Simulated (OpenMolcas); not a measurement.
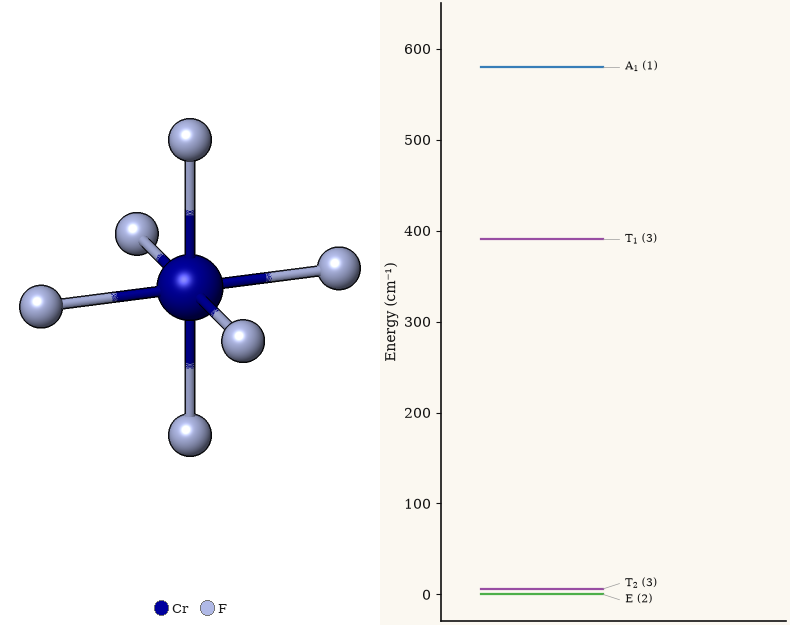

Cr⁴⁺ (3d²) as a dopant in Cs₂GeF₆, a cluster with its 6 nearest F⁻ at 1.800 Å (octahedron) embedded in model potentials and point charges; the geometry was set, not optimised, and its levels. Labels give the representation in O, Td, D4 or D3 as the site allows (double group for half-integer spin) where it could be assigned and, in brackets, the degeneracy; spin-free states, where drawn, share the zero of the spin-orbit levels. Level of the calculation: state-averaged CASSCF, active space 2 electrons in the shell 3d, basis ANO-RCC-VDZP on all atoms, DKH2 scalar Hamiltonian, spin-orbit coupling by RASSI with atomic mean-field integrals (OpenMolcas).

**Give the ground level and the first gap.**

The ground level is E, doubly degenerate, 100 % from states of spin multiplicity 3. Its principal g values are all close to zero. The next level lies at 6.1 cm⁻¹ (T₂). The active orbitals hold 80 to 92 % metal character (Löwdin), and the Mulliken charge of the metal is +2.28.

Note: covalent bonds, ligand orbitals missing from the active space; the geometry is set by hand, with no relaxation and no charge compensation.
